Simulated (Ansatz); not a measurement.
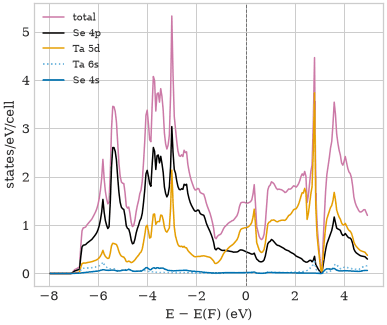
Total and projected density of states of TaSe$_{2}$ (CdI2 type, P-3m1), the program Ansatz at the LDA level (PAW)

Question: Which orbitals carry the states next to the Fermi level?

Answer: Within 0.5 eV of the Fermi level: Ta 5d 65 %, Se 4p 31 %. Projections are on Löwdin-orthogonalised atomic valence shells; empty p or d shells of many metals are not among them.

Question: Where is the tallest occupied peak in this window, and what makes it?

Answer: Near -3.0 eV, about 5.3 states/eV per cell; the largest projected share is Se 4p.

The first step of the workflow began from a Materials Project structure, measured or hypothetical; the Crystallography Open Database copy checked does not list it. COD files the formula under space group No. 2, 42, 166, 186, 194, so this cell is another polymorph or a model. Whether it is the stable phase at ambient conditions was not checked. The cell was relaxed with LDA under the symmetry of its start; of distortions, only those at the zone centre were tested. No spin polarisation was allowed. A crystal of weakly bound layers computed without a dispersion correction: the cell and the soft elastic constants depend strongly on that. With an odd number of electrons in the cell and no spin polarisation, the count alone makes it a metal. Scalar-relativistic: spin–orbit coupling is off unless named, which matters more the heavier the elements.

Potentials: the later of the program's two PAW sets.
